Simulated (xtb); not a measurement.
## Run report: HfH3S3Cl, frequency calculation (part 1 of 2)

HfH3S3Cl, computed with GFN2-xTB (xtb 6.7.1 later snapshot).

The geometry was optimised with GFN2-xTB.

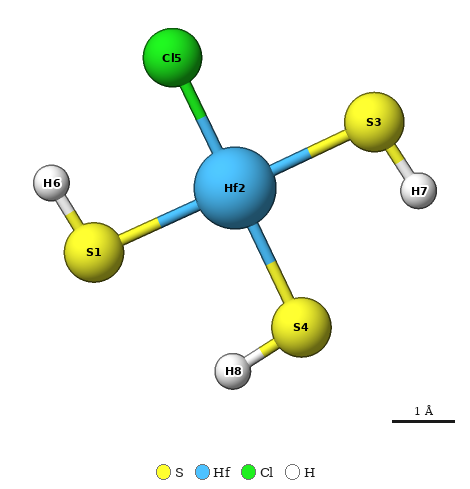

The structure (ball-and-stick view, seen on its broad side; atoms are numbered from 1 in the order of the input). Sticks mark near contacts. Bond lengths as drawn: Cl–Hf 2.35 Å, Hf–S 2.50 to 2.52 Å and H–S 1.33 Å.

Key numbers

```csv
quantity,value
outcome,converged
electrons treated,32
total energy,−17.404793 hartree
dispersion energy,−0.007192 hartree
basis functions,53
HOMO,−10.88 eV
LUMO,−8.99 eV
zero-point energy,0.025816 hartree
dipole moment,1.02 D
"wavenumbers, lowest and highest",30 and 2470 cm⁻¹
hardware,"1 thread of Arm Neoverse V1, 24 GiB of memory available, shared host"
peak memory,0.072 GiB
```

Remarks

Settings chosen away from the usual ones: method = gfn2-xtb; task = frequencies; x = {"hess_scc_accuracy": 10}; geo = {"prev": "A"}. These settings are looser than, or depart from, a standard set-up, so the numbers are not reference values for this system.

Input (mol.coord)
```
$coord
     -4.415534062801      0.868329154266     -0.277997610194  s
      0.320403064430      0.622532477235      0.192298530442  hf
      5.024876251686      0.440457365128      0.683684014628  s
      0.256209067977     -3.980859259614     -0.978443495547  s
      0.366417895565      4.936569349882      1.280894161794  cl
     -4.644493280060      3.293282409169      0.307269467864  h
      5.310394971856     -1.987991883106      0.105087669790  h
     -2.218292805914     -4.192338510221     -1.312736046994  h
$end
```

File input.inp
```
$hess
   sccacc=10
$end
```

Launch command:
```bash
xtb --hess -I input.inp -u 0 --gfn 2 -- mol.coord | tee mol.out
```

What the program printed
```
* xtb version 6.7.1
   ID    Z sym.   atoms
    1   16 s      1, 3, 4
    2   72 hf     2
    3   17 cl     5
    4    1 h      6-8

           -------------------------------------------------
          |                Calculation Setup                |
           -------------------------------------------------

          program call               : xtb --hess -I input.inp -u 0 --gfn 2 -- mol.coord
          coordinate file            : mol.coord
          omp threads                :                     1

           -------------------------------------------------
          |                 G F N 2 - x T B                 |
           -------------------------------------------------

      * Hamiltonian:
        H0-scaling (s, p, d)           1.850000    2.230000    2.230000
        zeta-weighting                 0.500000
      * Dispersion:
        s8                             2.700000
        a1                             0.520000
        a2                             5.000000
        s9                             5.000000
      * Repulsion:
        kExp                           1.500000    1.000000
        rExp                           1.000000
      * Coulomb:
        alpha                          2.000000
        third order                    shell-resolved
        anisotropic                    true
        a3                             3.000000
        a5                             4.000000
        cn-shift                       1.200000
        cn-exp                         4.000000
        max-rad                        5.000000

          ...................................................
          :                      SETUP                      :
          :.................................................:
          :  # basis functions                  53          :
          :  # atomic orbitals                  48          :
          :  # shells                           18          :
          :  # electrons                        32          :
          :  max. iterations                   250          :
          :  Hamiltonian                  GFN2-xTB          :
          :  restarted?                      false          :
          :  GBSA solvation                  false          :
          :  PC potential                    false          :
          :  electronic temp.          300.0000000     K    :
          :  accuracy                    1.0000000          :
          :  -> integral cutoff          0.2500000E+02      :
          :  -> integral neglect         0.1000000E-07      :
          :  -> SCF convergence          0.1000000E-05 Eh   :
          :  -> wf. convergence          0.1000000E-03 e    :
          :  Broyden damping             0.4000000          :
          :  net charge                          0          :
          :  unpaired electrons                  0          :
          ...................................................

 iter      E             dE          RMSdq      gap      omega  full diag
   1     -2.5035220 -0.250352E+01  0.385E+01    0.10       0.0  T
   2    -12.5031018 -0.999958E+01  0.421E+01    6.01       1.0  T
   3    -13.9144098 -0.141131E+01  0.233E+01    6.00       1.0  T
   4    -16.5277153 -0.261331E+01  0.205E+01    3.56       1.0  T
   5    -15.6493451  0.878370E+00  0.153E+01    5.94       1.0  T
   6    -17.2214394 -0.157209E+01  0.714E+00    2.58       1.0  T
   7    -17.4185392 -0.197100E+00  0.368E+00    0.77       1.0  T
   8    -17.4077795  0.107598E-01  0.392E+00    0.71       1.0  T
   9    -17.4000736  0.770589E-02  0.445E+00    0.72       1.0  T
  10    -17.4368441 -0.367705E-01  0.303E+00    1.47       1.0  T
  11    -17.4091085  0.277356E-01  0.290E+00    2.19       1.0  T
  12    -17.3870798  0.220287E-01  0.326E+00    2.42       1.0  T
  13    -17.4427804 -0.557006E-01  0.201E+00    1.92       1.0  T
  14    -17.4471006 -0.432015E-02  0.286E+00    1.75       1.0  T
  15    -17.4453554  0.174518E-02  0.197E+00    1.74       1.0  T
  16    -17.4456887 -0.333365E-03  0.108E+00    1.80       1.0  T
  17    -17.4466178 -0.929088E-03  0.438E-01    1.87       1.0  T
  18    -17.4471007 -0.482822E-03  0.219E-01    1.89       1.0  T
  19    -17.4472353 -0.134694E-03  0.153E-01    1.88       1.0  T
  20    -17.4473066 -0.712561E-04  0.482E-02    1.89       1.0  T
  21    -17.4473216 -0.149854E-04  0.659E-02    1.90       1.0  T
  22    -17.4473213  0.269287E-06  0.381E-02    1.90       1.0  T
  23    -17.4473226 -0.127240E-05  0.652E-03    1.90       5.4  T
  24    -17.4473226 -0.532246E-07  0.308E-03    1.90      11.5  T
  25    -17.4473226  0.368718E-08  0.317E-03    1.90      11.2  T
  26    -17.4473226 -0.473530E-08  0.126E-03    1.90      28.0  T
  27    -17.4473226 -0.687532E-09  0.365E-04    1.90      97.0  T
  28    -17.4473226  0.675929E-09  0.315E-04    1.90     112.1  T

   *** convergence criteria satisfied after 28 iterations ***

         #    Occupation            Energy/Eh            Energy/eV
      -------------------------------------------------------------
         1        2.0000           -1.0962626             -29.8308
       ...           ...                  ...                  ...
        10        2.0000           -0.4580870             -12.4652
        11        2.0000           -0.4459428             -12.1347
        12        2.0000           -0.4285505             -11.6615
        13        2.0000           -0.4172000             -11.3526
        14        2.0000           -0.4109906             -11.1836
        15        2.0000           -0.4017213             -10.9314
        16        2.0000           -0.4000122             -10.8849 (HOMO)
        17                         -0.3303189              -8.9884 (LUMO)
        18                         -0.3221930              -8.7673
        19                         -0.3219516              -8.7607
        20                         -0.3196387              -8.6978
        21                         -0.2855804              -7.7710
       ...                                ...                  ...
        48                          1.1862753              32.2802
      -------------------------------------------------------------
                  HL-Gap            0.0696933 Eh            1.8965 eV
             Fermi-level           -0.3651655 Eh           -9.9367 eV

 SCC (total)                   0 d,  0 h,  0 min,  0.017 sec
 SCC setup                      ...        0 min,  0.000 sec (  0.556%)
 Dispersion                     ...        0 min,  0.000 sec (  0.165%)
 classical contributions        ...        0 min,  0.000 sec (  0.037%)
 integral evaluation            ...        0 min,  0.002 sec (  9.327%)
 iterations                     ...        0 min,  0.013 sec ( 73.841%)
 molecular gradient             ...        0 min,  0.003 sec ( 15.449%)
 printout                       ...        0 min,  0.000 sec (  0.554%)

         :::::::::::::::::::::::::::::::::::::::::::::::::::::
         ::                     SUMMARY                     ::
         :::::::::::::::::::::::::::::::::::::::::::::::::::::
         :: total energy             -17.404793031563 Eh    ::
         :: gradient norm              0.000029398095 Eh/a0 ::
         :: HOMO-LUMO gap              1.896450904311 eV    ::
         ::.................................................::
         :: SCC energy               -17.447301814722 Eh    ::
         :: -> isotropic ES           -0.014771203224 Eh    ::
         :: -> anisotropic ES          0.002860525188 Eh    ::
         :: -> anisotropic XC          0.000949338271 Eh    ::
         :: -> dispersion             -0.007191783763 Eh    ::
         :: repulsion energy           0.042508783159 Eh    ::
         :: add. restraining           0.000000000000 Eh    ::
         :: total charge              -0.000000000000 e     ::
         :::::::::::::::::::::::::::::::::::::::::::::::::::::

           -------------------------------------------------
          |                Numerical Hessian                |
           -------------------------------------------------
step length          :   0.00500
SCC accuracy         :  10.00000
Hessian scale factor :   1.00000
frozen atoms in %    :   0.00000    0
RMS gradient         :   0.00003
estimated CPU  time      0.00 min

writing file <hessian>, containing the non-mass-weighted Hessian matrix in atomic units (Eₕ/Bohr²).

 projected vibrational frequencies (cm⁻¹)
eigval :       -0.00    -0.00     0.00     0.00     0.00     0.00
eigval :       29.71    63.03   100.40   113.60   140.71   215.27
eigval :      232.94   280.09   283.70   291.71   307.62   310.38
eigval :      519.92   531.90   548.35  2433.14  2458.82  2470.49
           -------------------------------------------------
          |                Property Printout                |
           -------------------------------------------------

    * Orbital Energies and Occupations
```
